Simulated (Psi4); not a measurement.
# InHF2 (SMILES [F][InH][F]) at wB97M-V/def2-TZVP (core potential)

What is the energy change on altering one bond length of InHF2 at wB97M-V/def2-TZVP (core potential)? 

Program for the calculation: Psi4 1.11.

1 further run of the same task is left out (set aside as unsound or not needed).

## Step 1: The system as given

InHF2: 4 atoms, total charge 0, spin state singlet. As SMILES, `[F][InH][F]`. Geometry: relaxed at PBE0-D4/def2-TZVP.

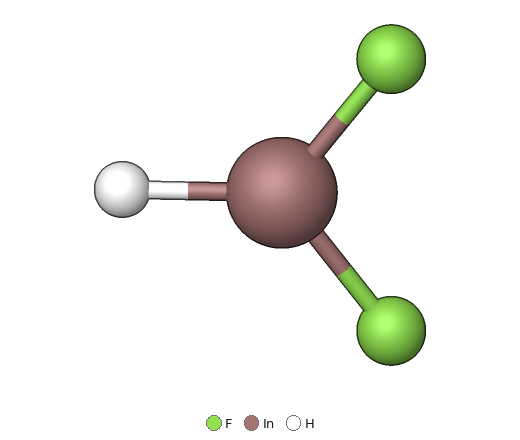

The structure, seen from a chosen angle (fluorine green, indium brown, hydrogen white).

## Step 2: A single-point energy at wB97M-V/def2-TZVP (core potential)

calc.py reads:

```python
import psi4

psi4.set_memory(1600000000)
psi4.set_num_threads(1)
psi4.set_output_file('run.log', False)

m = psi4.geometry("""
0 1
F     -1.694300    -0.668800     0.241700
In     0.043800     0.113800    -0.088400
F      1.340800    -1.004700     0.811200
H      0.365400     1.499400    -0.984800
symmetry c1
no_reorient
no_com
""")

options = {'basis': 'def2-TZVP', 'puream': True, 'e_convergence': 1e-09, 'd_convergence': 1e-08, 'scf_type': 'pk', 'dft_radial_points': 99, 'dft_spherical_points': 590}
psi4.set_options(options)

E = psi4.energy('WB97M-V', molecule=m)
print('E =', round(E, 9))
```

Command:

```
python calc.py
```

run.log:

```text
[...]
    !!!  WARNING: ECP capability is in beta. Please check occupations closely.  !!!
[...]
  Running in c1 symmetry.
[...]
  Nuclear repulsion =  126.753633381027427
[...]
  Multiplicity = 1
[...]
  Nalpha       = 20
  Nbeta        = 20
[...]
    Number of basis functions: 118
[...]
   @RKS iter   1:  -390.25649773999044   -1.46719e+00   6.58905e-03 DIIS/ADIIS
[...]
   @RKS iter  12:  -390.46035463739685   -3.06954e-12   2.38416e-09 DIIS
[...]
    Orbital Energies [Eh]
    ---------------------
    Doubly Occupied:
       1A    -24.845001     2A    -24.844992     3A     -4.862062
       4A     -3.264193     5A     -3.251626     6A     -3.251340
       7A     -1.248233     8A     -1.246757     9A     -0.927868
      10A     -0.923862    11A     -0.923105    12A     -0.918435
      13A     -0.910186    14A     -0.578753    15A     -0.503664
      16A     -0.500881    17A     -0.492547    18A     -0.479457
      19A     -0.472640    20A     -0.452055
[...]
  @RKS Final Energy:  -390.46035463739685
   => Energetics <=
    Nuclear Repulsion Energy =            126.7536333810274272
    One-Electron Energy =                -867.9689235912389904
    Two-Electron Energy =                 377.8654976784977748
    DFT Exchange-Correlation Energy =     -27.2712460314631180
    Empirical Dispersion Energy =           0.0000000000000000
    VV10 Nonlocal Energy =                  0.1606839257801128
    Total Energy =                       -390.4603546373968470
[...]
 Multipole Moments:
 ------------------------------------------------------------------------------------
     Multipole            Electronic (a.u.)      Nuclear  (a.u.)        Total (a.u.)
 ------------------------------------------------------------------------------------
 L = 1.  Multiply by 2.5417464519 to convert [e a0] to [Debye]
 Dipole X            :          3.8485315           -3.5834877            0.2650439
 Dipole Y            :         22.2552308          -21.1125872            1.1426436
 Dipole Z            :        -13.2771879           12.5381439           -0.7390440
 Magnitude           :                                                    1.3863869
[...]
```

The script printed:

```text
Memory set to   1.490 GiB by Python driver.
  Threads set to 1 by Python driver.
E = -390.460354637
```

Wall time 52 s (1 thread of Intel Xeon Platinum 8488C (Sapphire Rapids), shared host); peak memory 0.88 GiB.

## Step 3: The distorted shape, same level

input.json reads:

```json
{
 "schema_name": "qcschema_input",
 "schema_version": 1,
 "molecule": {
  "schema_name": "qcschema_molecule",
  "schema_version": 2,
  "symbols": ["F", "In", "F", "H"],
  "geometry": [-3.5056366, -2.57307566, 1.30373717, -0.22110363, -1.09417599, 0.67993858, 2.22987116, -3.20783466, 2.3799362, 0.69050593, 2.83345535, -1.86100229],
  "molecular_charge": 0,
  "molecular_multiplicity": 1,
  "fix_symmetry": "c1"
 },
 "driver": "energy",
 "model": {
  "method": "wb97m-v",
  "basis": "def2-TZVP"
 },
 "keywords": {
  "puream": true,
  "e_convergence": 1e-09,
  "d_convergence": 1e-08,
  "scf_type": "pk",
  "dft_radial_points": 99,
  "dft_spherical_points": 590
 }
}
```

Command:

```
psi4 --qcschema input.json -n 1 --memory 1600MB
```

stdout:

```text
[...]
                   'protocols': {'error_correction': {'default_policy': True, 'policies': None},
                                 'native_files': 'none',
[...]
    !!!  WARNING: ECP capability is in beta. Please check occupations closely.  !!!
[...]
  Running in c1 symmetry.
[...]
  Nuclear repulsion =  123.990780002799269
[...]
  Multiplicity = 1
[...]
  Nalpha       = 20
  Nbeta        = 20
[...]
    Number of basis functions: 118
[...]
   @RKS iter   1:  -390.16742853214333   -1.42187e+00   6.60022e-03 DIIS/ADIIS
[...]
   @RKS iter  12:  -390.38641642734603   -1.65983e-11   6.44702e-09 DIIS
[...]
    Orbital Energies [Eh]
    ---------------------
    Doubly Occupied:
       1A    -24.859372     2A    -24.859363     3A     -4.877305
       4A     -3.278961     5A     -3.267169     6A     -3.266885
       7A     -1.260817     8A     -1.259447     9A     -0.938817
      10A     -0.938651    11A     -0.937223    12A     -0.929080
      13A     -0.924824    14A     -0.576269    15A     -0.511732
      16A     -0.504406    17A     -0.501996    18A     -0.491638
      19A     -0.484934    20A     -0.395808
[...]
  @RKS Final Energy:  -390.38641642734603
   => Energetics <=
    Nuclear Repulsion Energy =            123.9907800027992693
    One-Electron Energy =                -862.0025400443380477
    Two-Electron Energy =                 374.6609675393356156
    DFT Exchange-Correlation Energy =     -27.1966858069187509
    Empirical Dispersion Energy =           0.0000000000000000
    VV10 Nonlocal Energy =                  0.1610618817758525
    Total Energy =                       -390.3864164273460347
[...]
 Multipole Moments:
 ------------------------------------------------------------------------------------
     Multipole            Electronic (a.u.)      Nuclear  (a.u.)        Total (a.u.)
 ------------------------------------------------------------------------------------
 L = 1.  Multiply by 2.5417464519 to convert [e a0] to [Debye]
 Dipole X            :          2.9126402           -2.7134273            0.1992129
 Dipole Y            :         12.5545433          -11.6955948            0.8589485
 Dipole Z            :         -8.1203571            7.5648315           -0.5555256
 Magnitude           :                                                    1.0421550
[...]
```

The result, in JSON:

```text
{
 "driver": "energy",
 "model": {
  "method": "wb97m-v",
  "basis": "def2-TZVP"
 },
 "success": true,
 "return_result": -390.38641642734603,
 "properties": {
  "calcinfo_nbasis": 118,
  "calcinfo_nmo": 118,
  "calcinfo_nalpha": 20,
  "calcinfo_nbeta": 20,
  "calcinfo_natom": 4,
  "nuclear_repulsion_energy": 123.99078000279927,
  "return_energy": -390.38641642734603,
  "scf_one_electron_energy": -862.002540044338,
  "scf_two_electron_energy": 374.6609675393356,
  "scf_vv10_energy": 0.16106188177585248,
  "scf_xc_energy": -27.19668580691875,
  "scf_dipole_moment": [0.19921286638953717, 0.8589485040371407, -0.5555255916208903],
  "scf_total_energy": -390.38641642734603,
  "scf_iterations": 12
 }
}
```

Run time: 52 s. Hardware: 1 thread of Intel Xeon Platinum 8488C (Sapphire Rapids), shared host; peak memory 0.89 GiB.

## Step 4: Summary of results

Level: wB97M-V/def2-TZVP (core potential).

| quantity | value |
| --- | --- |
| first shape: total energy | -390.46035 Eh |
| first shape: dipole moment | 3.52 D |
| first shape: HOMO energy | -12.30 eV |
| first shape: LUMO energy | -0.26 eV |
| first shape: HOMO–LUMO gap | 12.04 eV |
| distorted shape: total energy | -390.38642 Eh |
| distorted shape: dipole moment | 2.65 D |
| distorted shape: HOMO energy | -10.77 eV |
| distorted shape: LUMO energy | -2.16 eV |
| distorted shape: HOMO–LUMO gap | 8.61 eV |
| energy change with the In2–H4 bond stretched from 1.681 to 2.522 Å | 2.012 eV |

What this shows: With the In2–H4 bond stretched from 1.681 to 2.522 Å the energy rises by 2.01 eV (194 kJ/mol). The first shape isn't relaxed at this level, so the change isn't measured from a minimum.
